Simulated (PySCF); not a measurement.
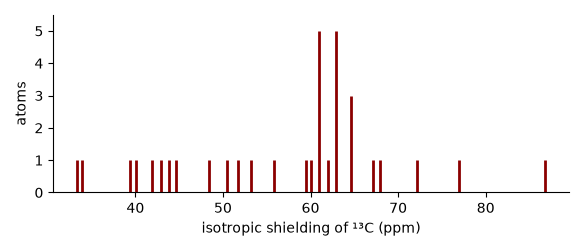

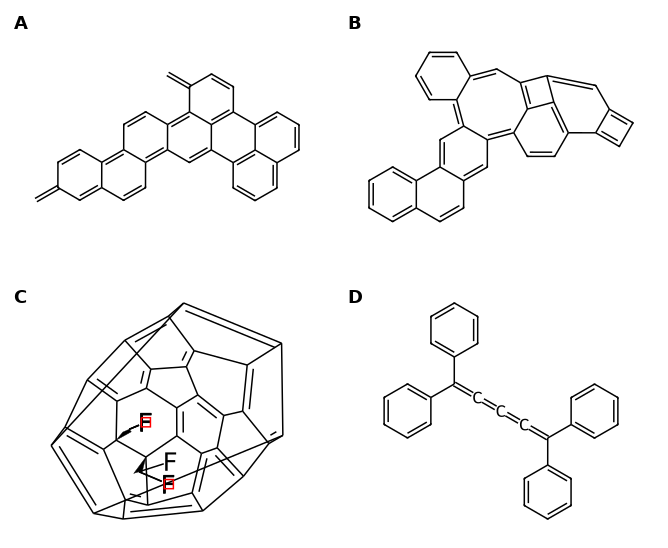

The sticks are computed shieldings of one of the molecules, for one fixed geometry (GFN2-xTB) without averaging over rotations. Low shielding means a high chemical shift. Method: GIAO OPBE/pcSseg-1 NMR shielding, non-relativistic, gas phase (PySCF 2.14.0).

### Match the spectrum to a structure.

B, `c1ccc2c(c1)ccc1cc3c(cc12)c1ccccc1cc1c2cc4ccc4c4ccc3c1c42`. Its 34 C atoms give lines at 33.3, 34.0, 39.4, 40.1, 41.9, 42.9, 43.9, 44.7, 48.4, 50.5, 51.7, 53.3, 55.8, 59.5, 60.0, 60.9 (5 atoms), 62.0, 62.9 (5 atoms), 64.6 (3 atoms), 67.1, 67.9, 72.1, 77.0, 86.8 ppm.
